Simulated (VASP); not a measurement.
Band structure of Se (space group Pm-3m). Computed with LDA (Ceperley-Alder, Perdew-Zunger), VASP's LDA PAW potentials (set 64) (plane waves; VASP).

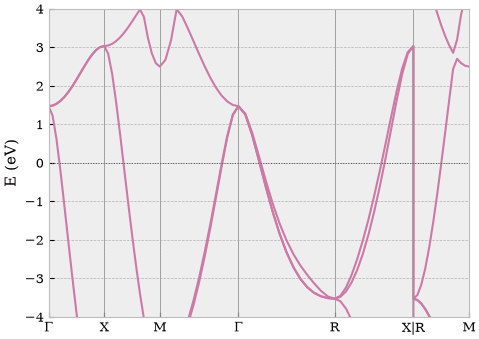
Fig. 1. Bands along high-symmetry lines, zero at the valence-band maximum or, without a gap, the Fermi level

Problem. Read the plot: is there a gap, and where are the band edges?

Solution. It has no gap at this level: it comes out as a metal or semimetal. (Edges off the drawn lines would not show.)

The structure comes from a computed database's Se entry (Pm-3m); how it stands against other phases isn't given here. It was relaxed first.
